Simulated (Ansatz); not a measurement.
# How fast states decay through Rb2AlCuCl6, part 2 of 3

Wanted: the relaxed cell of Rb2AlCuCl6, its band edges and its decay constants. It is built by putting Cu for Na, Cl for F in the Rb2NaAlF6 structure of space group Fm-3m, with the volume rescaled by atomic radii. The parent structure comes from the Materials Project.

Ansatz 0.2.0; r2SCAN DFT, plane waves, PAW files (the session's first sound run).

So far. Step 2 (Relaxing the new crystal): The largest force component on a free atom ends at 8.9e-4 eV/Å.

The structure was built from a prototype and need not be the compound's stable phase.

### 3. Band edges

The energy window and the wavevectors of the next steps follow from the band edges, so these are searched first, off the mesh as well.

The input, input.yaml:

```yaml
crystal:
  lattice:
    - [0.0, 4.8983200454, 4.8983200454]
    - [4.8983200454, 0.0, 4.8983200454]
    - [4.8983200454, 4.8983200454, 0.0]
  atoms:
    - { symbol: Rb, position: [0.75, 0.75, 0.75] }
    - { symbol: Rb, position: [0.25, 0.25, 0.25] }
    - { symbol: Cu, position: [0.5, 0.5, 0.5] }
    - { symbol: Al, position: [0.0, 0.0, 0.0] }
    - { symbol: Cl, position: [0.7599523445, 0.2400476555, 0.2400476555] }
    - { symbol: Cl, position: [0.2400476555, 0.2400476555, 0.7599523445] }
    - { symbol: Cl, position: [0.2400476555, 0.7599523445, 0.7599523445] }
    - { symbol: Cl, position: [0.2400476555, 0.7599523445, 0.2400476555] }
    - { symbol: Cl, position: [0.7599523445, 0.2400476555, 0.7599523445] }
    - { symbol: Cl, position: [0.7599523445, 0.7599523445, 0.2400476555] }
kpoints:
  mp_grid: { grid: [4, 4, 4] }
  band_path: { path: [VBM, CBM], npoints: 30 }
scf:
  occupations: { method: fixed }
hamiltonian:
  xc: r2scan
output:
  eigenvalues: true
  write_potential: true
  write_density: true
  volumetric_format: npy
  elf: true
```

Launch:

```console
$ ansatz run input.yaml --threads 2 --pin off --max-ram 4096MiB --backend cpu --events-out ev --progress --plain --runs-dir out
```

Numbers of over 12 decimals in the logs are rounded to 6 here.

Output:

```text
[...]
Crystal: 10 atoms, lattice volume = 235.056 Å³
Basis set: ecut = 500 eV, 5961 PW (Γ), exchange–correlation on 216×216×216 points (64 copies of the dense FFT grid, shifted against one another)
Bands: 51, of which v1, the nominal top of the filled ones, is band 41 counted from 1 (40 counted from 0)
Symmetry: 48 space group operations
[...]
k-points: 8 of 64
[...]
SCF iter   1: F=—  HF=-20246.033984 eV  |F-HF|=—  |Δ(HF+E_count)|=         —  Δρ=1.40e-2  dr2=3.19e-1  dr2_τ=2.65e-2  ethr=1.77e-3  ⟨swp⟩=5.4  Hψ=1437  notcnv=0  defer=56
[...]
SCF iter   8: F=-20246.093597 eV  HF=-20246.093597 eV  |F-HF|=6.76e-9  |Δ(HF+E_count)|=   1.01e-7  Δρ=3.49e-6  dr2=3.16e-8  dr2_τ=8.17e-10  ethr=1.22e-10  ⟨swp⟩=18.4  Hψ=2418  notcnv=0
SCF 1 converged in 8 iterations: F = -20246.093597 eV  dr2 = 3.16e-8
[...]
NSCF: frozen V_eff on 16 k-points
[...]
SCF converged after 8 iterations
Free energy (F): -20246.093597 eV
[...]
Internal energy: -20246.093597 eV  (E = F + TS)
E sigma→0 (E₀):  -20246.093597 eV
Fermi energy:    5.153797 eV
[...]
--- Band table (eV; the first three rows and the last of 8) ---
  k-point 0: bands = [... 37 lower, 4.4688, 4.4688, 5.1538, 5.1538, 6.3596, 9.8243, 10.2704, 10.2704, ... 6 higher]
  k-point 1: bands = [... 37 lower, 4.5146, 4.5146, 5.0415, 5.0415, 7.1206, 9.9020, 10.4357, 10.9505, ... 6 higher]
  k-point 2: bands = [... 37 lower, 4.5461, 4.5461, 4.9572, 4.9572, 8.5918, 8.6058, 11.2627, 11.4814, ... 6 higher]
  k-point 7: bands = [... 37 lower, 4.5558, 4.6328, 4.7186, 5.0020, 9.4561, 9.5494, 11.7706, 11.7706, ... 6 higher]
```

It took 22 s on 2 threads of Intel Xeon 6975P-C (Granite Rapids), shared host; peak memory 1.1 GiB.

In the SCF lines HF is the Harris–Foulkes energy and dr2 the Hartree energy of the density residual, in eV; the loop may stop once dr2 is under the threshold and the program's other checks hold. Hψ counts applications of the Hamiltonian.

Numbers from this step:

- Fermi energy: 5.154 eV
- gap on the k-mesh: 1.206 eV
- gap on path: 1.206 eV, by band count; negative where bands overlap
- direct gap on path: 1.206 eV
- edge places on path: 0.05122, 0.3073 1/A along the path

The electronic bands at the labelled points (eV, zero at the Fermi level (highest filled level under fixed occupations); v1 is the highest filled band, c1 the lowest empty one):

| point | v4 | v3 | v2 | v1 | c1 | c2 | c3 | c4 |
| --- | --- | --- | --- | --- | --- | --- | --- | --- |
| VBM | -0.60 | -0.60 | -0.31 | 0.00 | 2.20 | 5.43 | 5.62 | 5.62 |
| CBM | -0.69 | -0.69 | 0.00 | 0.00 | 1.21 | 4.67 | 5.12 | 5.12 |

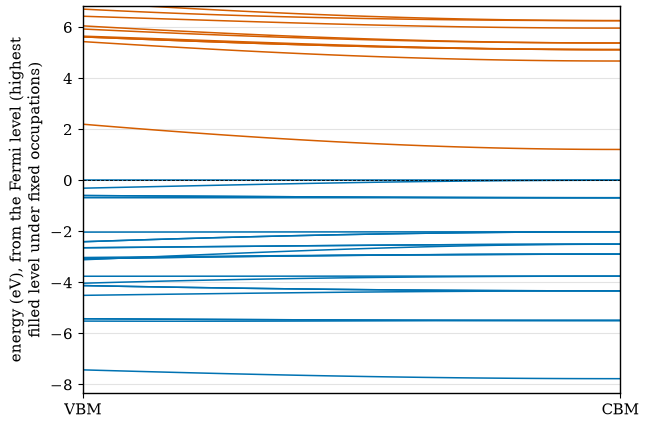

Electronic bands along the path; lines of filled and empty bands in two colours.

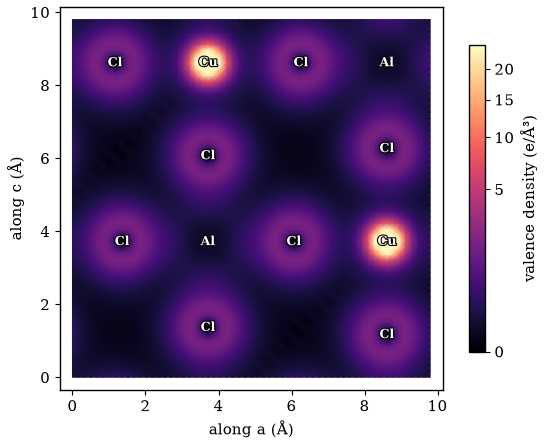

Valence density in the ac plane of the conventional cell at fractional y = 0.000, with atoms of Cu and Al and Cl within 0.2 Å of it. It is the smooth field of the valence electrons, not physical close to the nuclei. The map starts off the cell's origin, so that atoms lie inside it. The colour scale is stretched toward low values.

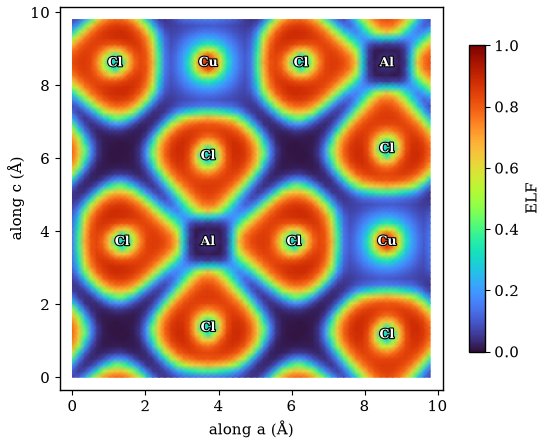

ELF in the ac plane of the conventional cell at fractional y = 0.000, with atoms of Cu and Al and Cl within 0.2 Å of it. It is the smooth field of the valence electrons, not physical close to the nuclei. The map starts off the cell's origin, so that atoms lie inside it.

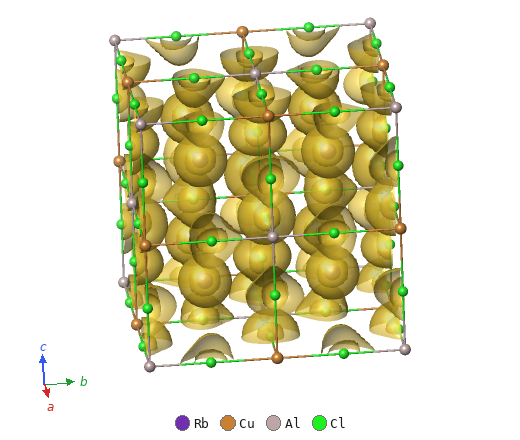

Surface of ELF = 0.81.

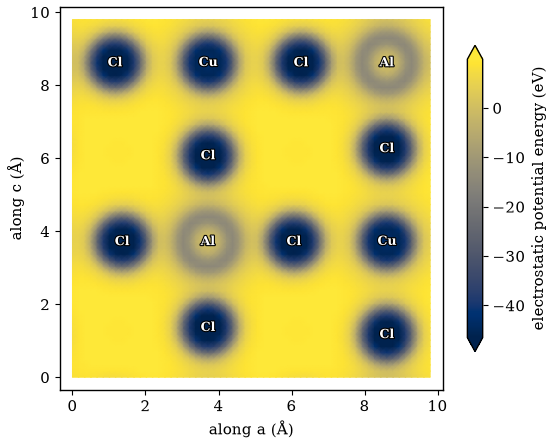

Electrostatic potential energy in the ac plane of the conventional cell at fractional y = 0.000, with atoms of Cu and Al and Cl within 0.2 Å of it. With pseudopotentials it is smooth inside the atoms' cores, unlike the true potential. The map starts off the cell's origin, so that atoms lie inside it.

The searched edges give 1.21 eV, as on the mesh.

### 4. Decaying states in the gap

This step: r2SCAN DFT, plane waves, PAW files; complex bands by layer matching along the plane's normal (Ansatz 0.2.0).

The same crystal is laid in a cell whose first two vectors span the (111) plane (indices of the standard conventional cell, whose axes can be ordered otherwise than in the bulk input). At fixed energy and wavevector in the plane the solver finds all kz, real and complex. A few wavevectors are listed, (0, 0) and (-0.2396, -0.2396) in units of the plane's reciprocal vectors; the slowest state needn't be among them.

The input, input.yaml:

```yaml
crystal:
  lattice:
    - [6.927270641, 0.0, 0.0]
    - [3.463635321, 5.999192354, 0.0]
    - [3.463635321, 1.999730785, 5.656092794]
  atoms:
    - { symbol: Rb, position: [0.25, 0.25, 0.25] }
    - { symbol: Rb, position: [0.75, 0.75, 0.75] }
    - { symbol: Cu, position: [0.5, 0.5, 0.5] }
    - { symbol: Al, position: [0.0, 0.0, 0.0] }
    - { symbol: Cl, position: [0.7599523445, 0.7599523445, 0.2400476555] }
    - { symbol: Cl, position: [0.7599523445, 0.2400476555, 0.2400476555] }
    - { symbol: Cl, position: [0.2400476555, 0.2400476555, 0.7599523445] }
    - { symbol: Cl, position: [0.2400476555, 0.7599523445, 0.2400476555] }
    - { symbol: Cl, position: [0.7599523445, 0.2400476555, 0.7599523445] }
    - { symbol: Cl, position: [0.2400476555, 0.7599523445, 0.7599523445] }
kpoints:
  mp_grid: { grid: [4, 4, 4] }
scf:
  occupations: { method: fixed }
hamiltonian:
  xc: r2scan
output:
  eigenvalues: true
  transmission:
    leads: [[0, 0]]
    kpoints: [[0.0, 0.0], [-0.2396, -0.2396]]
    e_range: [-1.0, 2.21]
    de: 0.05
```

Output:

```text
[...]
Crystal: 10 atoms, lattice volume = 235.056 Å³
Basis set: ecut = 500 eV, 5961 PW (Γ), exchange–correlation on 216×216×216 points (64 copies of the dense FFT grid, shifted against one another)
Bands: 51, of which v1, the nominal top of the filled ones, is band 41 counted from 1 (40 counted from 0)
Symmetry: 48 space group operations
[...]
k-points: 8 of 64
[...]
SCF iter   1: F=—  HF=-20246.034171 eV  |F-HF|=—  |Δ(HF+E_count)|=         —  Δρ=1.40e-2  dr2=3.19e-1  dr2_τ=2.65e-2  ethr=1.77e-3  ⟨swp⟩=5.2  Hψ=1431  notcnv=0  defer=59
[...]
SCF iter   8: F=-20246.093596 eV  HF=-20246.093596 eV  |F-HF|=6.69e-9  |Δ(HF+E_count)|=   9.93e-8  Δρ=3.51e-6  dr2=3.16e-8  dr2_τ=8.18e-10  ethr=1.22e-10  ⟨swp⟩=17.8  Hψ=2441  notcnv=0
SCF 1 converged in 8 iterations: F = -20246.093596 eV  dr2 = 3.16e-8
[...]
transmission: 12 of 24 steps passed
transmission: 24 of 24 steps passed
SCF converged after 8 iterations
Free energy (F): -20246.093596 eV
[...]
Internal energy: -20246.093596 eV  (E = F + TS)
E sigma→0 (E₀):  -20246.093596 eV
Fermi energy:    5.153796 eV
[...]
--- Band table (eV; the first three rows and the last of 8) ---
  k-point 0: bands = [... 37 lower, 4.4688, 4.4688, 5.1538, 5.1538, 6.3596, 9.8243, 10.2704, 10.2704, ... 6 higher]
  k-point 1: bands = [... 37 lower, 4.5146, 4.5146, 5.0415, 5.0415, 7.1206, 9.9020, 10.4357, 10.9505, ... 6 higher]
  k-point 2: bands = [... 37 lower, 4.5461, 4.5461, 4.9572, 4.9572, 8.5918, 8.6058, 11.2627, 11.4814, ... 6 higher]
  k-point 7: bands = [... 37 lower, 4.5558, 4.6328, 4.7186, 5.0020, 9.4561, 9.5494, 11.7706, 11.7706, ... 6 higher]
--- Transmission ---
  basis      : 433 plane waves across, 12 finite elements along
  points     : 2, as listed
  energies   : 65 from -1.000000 to 2.200000 eV about the Fermi level, 0.050000 eV apart; the leads are filled to 0.602926 eV, and channels, transmission and decay are at 0.600000 eV
  crystal 0  : Al1Cl6Rb2Cu1, at the sites [0, 0], period 5.6561 Å: whole cells are its period
    offset         : up to 0.0000 Å between an atom of the period and one for which it stands
    channels       : 0.000000e0 a spin
    conductance    : none, the energies end too early or step too widely for 300 K: set another output.transmission.e_range or a lower de, or, where they end at an eighth of basis.ecutwfc, a higher one
    slowest decay  : 0.2090 /Å at (0.0000, 0.0000)
```

Run time: 3.5 min. Hardware: 2 threads; peak memory 2.4 GiB.

Numbers from this step:

- level to which the leads are filled: 0.6029 eV from the Fermi level
- decay constant at the filling level, zone centre: 0.209 Å⁻¹
- decay constant at the filling level, slowest listed point: 0.209 Å⁻¹

K parallel (0, 0); values up to 1.5 1/Å, a degenerate pair printed once or twice; energies at which all values exceed this have no row. Table of Im kz of the slowest decaying states by energy, zero at the highest filled level on the SCF mesh:

| energy (eV) | decay 1 (Å⁻¹) | decay 2 (Å⁻¹) | decay 3 (Å⁻¹) | decay 4 (Å⁻¹) |
| --- | --- | --- | --- | --- |
| -1.0000 | 0.259 | 0.359 | 0.423 | 0.524 |
| -0.7500 | 0.212 | 0.232 | 0.467 | 0.496 |
| -0.5000 | 0.314 | 0.384 | 0.513 | 0.536 |
| -0.2500 | 0.214 | 0.287 | 0.525 | 0.561 |
| 0.0000 | 0.00814 | 0.270 | 0.518 | 0.603 |
| 0.2500 | 0.249 | 0.275 | 0.511 | 0.594 |
| 0.5000 | 0.222 | 0.333 | 0.504 | 0.576 |
| 0.7500 | 0.185 | 0.363 | 0.496 | 0.563 |
| 1.0000 | 0.129 | 0.379 | 0.488 | 0.553 |
| 1.2500 | 0.389 | 0.479 | 0.543 | 0.584 |
| 1.5000 | 0.394 | 0.468 | 0.534 | 0.576 |
| 1.7500 | 0.395 | 0.457 | 0.524 | 0.566 |
| 2.0000 | 0.393 | 0.444 | 0.513 | 0.555 |

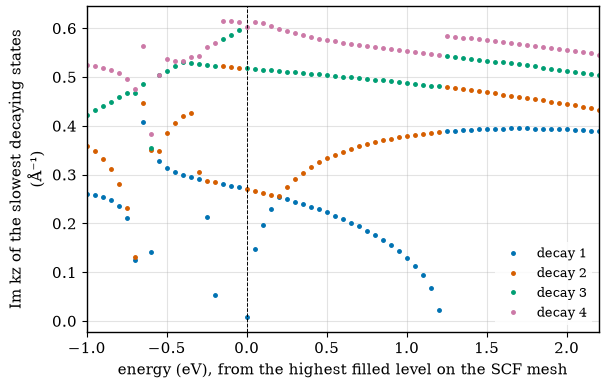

Im kz of the slowest decaying states, plotted against energy.

K parallel (-0.2396, -0.2396); values up to 1.5 1/Å, a degenerate pair printed once or twice; energies at which all values exceed this have no row. Table of Im kz of the slowest decaying states by energy, zero at the highest filled level on the SCF mesh:

| energy (eV) | decay 1 (Å⁻¹) | decay 2 (Å⁻¹) | decay 3 (Å⁻¹) | decay 4 (Å⁻¹) |
| --- | --- | --- | --- | --- |
| -1.0000 | 0.298 | 0.348 | 0.365 | 0.510 |
| -0.7500 | 0.231 | 0.234 | 0.276 | 0.409 |
| -0.5000 | 0.199 | 0.344 | 0.376 | 0.401 |
| -0.2500 | 0.171 | 0.398 | 0.581 | 0.584 |
| 0.0000 | 0.00729 | 0.168 | 0.383 | 0.572 |
| 0.2500 | 0.269 | 0.299 | 0.368 | 0.568 |
| 0.5000 | 0.291 | 0.369 | 0.373 | 0.563 |
| 0.7500 | 0.279 | 0.388 | 0.407 | 0.558 |
| 1.0000 | 0.257 | 0.398 | 0.430 | 0.552 |
| 1.2500 | 0.224 | 0.403 | 0.444 | 0.545 |
| 1.5000 | 0.178 | 0.404 | 0.453 | 0.537 |
| 1.7500 | 0.0998 | 0.403 | 0.457 | 0.527 |
| 2.0000 | 0.399 | 0.458 | 0.517 | 0.530 |

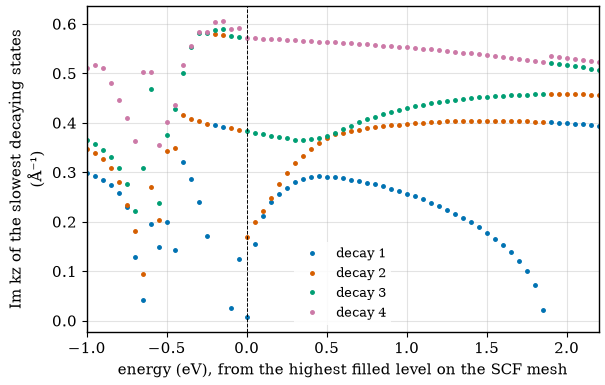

Im kz of the slowest decaying states against energy.

At the listed wavevectors the last open channel is at -0.05 eV and the next at +1.25 eV on the grid. At +0.60 eV, the grid energy nearest the filling level (the middle of the gap on the SCF mesh), the slowest state at the listed wavevectors decays with κ = 0.209 Å⁻¹, its amplitude falling by e over 4.8 Å. Through 1 nm of this crystal that state's transmission falls by exp(−2 × 0.209 Å⁻¹ × 10 Å) = 0.015.

### 5. Decay over the two-dimensional zone

The listed points could miss the slowest state, so one energy near mid-gap is solved on a mesh of 8×8.

Changes to input.yaml since step 4:

```diff
@@ -24,6 +24,2 @@
   eigenvalues: true
-  transmission:
-    leads: [[0, 0]]
-    kpoints: [[0.0, 0.0], [-0.2396, -0.2396]]
-    e_range: [-1.0, 2.21]
-    de: 0.05
+  transmission: { leads: [[0, 0]], kmesh: [8, 8], e_range: [0.6, 0.61], de: 0.05 }
```

Output:

```text
[...]
Crystal: 10 atoms, lattice volume = 235.056 Å³
Basis set: ecut = 500 eV, 5961 PW (Γ), exchange–correlation on 216×216×216 points (64 copies of the dense FFT grid, shifted against one another)
Bands: 51, of which v1, the nominal top of the filled ones, is band 41 counted from 1 (40 counted from 0)
Symmetry: 48 space group operations
[...]
k-points: 8 of 64
[...]
SCF iter   1: F=—  HF=-20246.034171 eV  |F-HF|=—  |Δ(HF+E_count)|=         —  Δρ=1.40e-2  dr2=3.19e-1  dr2_τ=2.65e-2  ethr=1.77e-3  ⟨swp⟩=5.2  Hψ=1431  notcnv=0  defer=59
[...]
SCF iter   8: F=-20246.093596 eV  HF=-20246.093596 eV  |F-HF|=6.69e-9  |Δ(HF+E_count)|=   9.93e-8  Δρ=3.51e-6  dr2=3.16e-8  dr2_τ=8.18e-10  ethr=1.22e-10  ⟨swp⟩=17.8  Hψ=2441  notcnv=0
SCF 1 converged in 8 iterations: F = -20246.093596 eV  dr2 = 3.16e-8
[...]
transmission: 12 of 120 steps passed
transmission: 24 of 120 steps passed
[...]
transmission: 120 of 120 steps passed
SCF converged after 8 iterations
Free energy (F): -20246.093596 eV
[...]
Internal energy: -20246.093596 eV  (E = F + TS)
E sigma→0 (E₀):  -20246.093596 eV
Fermi energy:    5.153796 eV
[...]
--- Band table (eV; the first three rows and the last of 8) ---
  k-point 0: bands = [... 37 lower, 4.4688, 4.4688, 5.1538, 5.1538, 6.3596, 9.8243, 10.2704, 10.2704, ... 6 higher]
  k-point 1: bands = [... 37 lower, 4.5146, 4.5146, 5.0415, 5.0415, 7.1206, 9.9020, 10.4357, 10.9505, ... 6 higher]
  k-point 2: bands = [... 37 lower, 4.5461, 4.5461, 4.9572, 4.9572, 8.5918, 8.6058, 11.2627, 11.4814, ... 6 higher]
  k-point 7: bands = [... 37 lower, 4.5558, 4.6328, 4.7186, 5.0020, 9.4561, 9.5494, 11.7706, 11.7706, ... 6 higher]
--- Transmission ---
  basis      : 433 plane waves across, 12 finite elements along
  points     : 10, standing for a mesh of 8 x 8
  energies   : 1 from 0.600000 to 0.600000 eV about the Fermi level; the leads are filled to 0.602926 eV, and channels, transmission and decay are at 0.600000 eV
[...]
channels       : 0.000000e0 a spin
    conductance    : none, crystal 0 has no channel at the energies, or these end too early or step too widely for 300 K: set another output.transmission.e_range or a lower de, or, where they end at an eighth of basis.ecutwfc, a higher one
    slowest decay  : 0.2090 /Å at (0.0000, 0.0000)
```

Elapsed: 67 s, on 2 threads; peak memory 1.7 GiB; 2.1 min of CPU time.

Numbers from this step:

| Item | Value |
| --- | --- |
| least decay constant on the mesh | 0.209 Å⁻¹ |

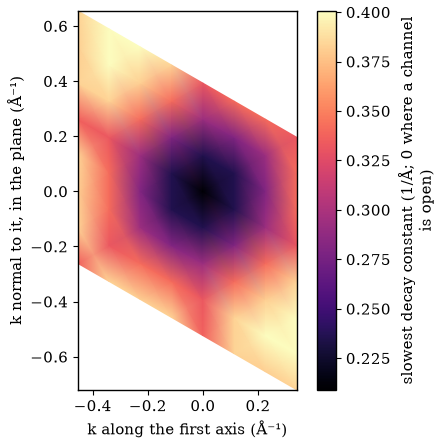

Slowest decay constant (1/Å; 0 where a channel is open) over k1 and k2. At 0.6000 eV from the Fermi level.

The least value on the mesh is 0.209 Å⁻¹ at +0.60 eV. At that energy the listed points give about 0.209 Å⁻¹ by interpolation, so the mesh holds no clearly slower state.

### 6. A repeat with changed settings

This step: r2SCAN DFT, plane waves, PAW files; complex bands by layer matching along the plane's normal; changed: output.transmission.e_range = [1, -1], scf.max_iter = 50 (Ansatz 0.2.0).

This run repeats an earlier one, its twin (the complex run, plane (111)), with two settings changed (output.transmission.e_range, scf.max_iter; files written aside). The setting was drawn as a possible misstep, on purpose. Where the input is shown as a difference, that is against the step before, not the twin.

Changes to input.yaml since step 5:

```diff
@@ -20,2 +20,3 @@
   occupations: { method: fixed }
+  max_iter: 50
 hamiltonian:
@@ -24,2 +25,6 @@
   eigenvalues: true
-  transmission: { leads: [[0, 0]], kmesh: [8, 8], e_range: [0.6, 0.61], de: 0.05 }
+  transmission:
+    leads: [[0, 0]]
+    kpoints: [[0.0, 0.0], [-0.2396, -0.2396]]
+    e_range: [1, -1]
+    de: 0.05
```

Output:

```text
Error: invalid value for `output.transmission.e_range`: [1, -1] eV must be finite with min < max
```

It took 0.17 s on 2 threads; peak memory 0.11 GiB.

The input was rejected at the start.

The program's message: “Error: invalid value for `output.transmission.e_range`: [1, -1] eV must be finite with min < max”

The change that led to it: output.transmission.e_range = [1, -1].

[end of part 2 of 3]

[Logs are printed without paths, hosts, clocks, repeated set-up lines and the standing remarks that a program may print on its own settings, such as how far it seeks lower states.]

[Hosts, paths, dates, database ids (printed as entryN), source tags and the programs' standing remarks are cut or masked in the printed files.]
